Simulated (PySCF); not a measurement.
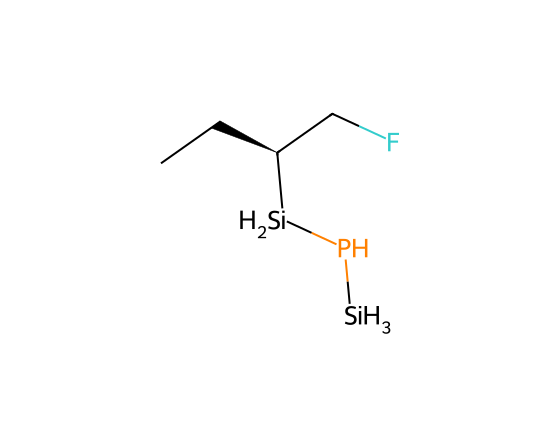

The computed structure is the end point of a GFN2-xTB optimisation. No frequency run is at hand to confirm it as a minimum. Properties computed with PBE0/pcSseg-1, gas phase (PySCF 2.14.0).

What is the LUMO energy (Kohn–Sham orbital)?

0.29 eV.

Give the dipole moment at this level.

1.23 D.

What is the HOMO energy (Kohn–Sham orbital)?

−7.28 eV.

The geometry is semi-empirical. Around P, Si such bond lengths and angles can be off by a tenth of an ångström or more and by several degrees, and values that hang on the shape move with them.
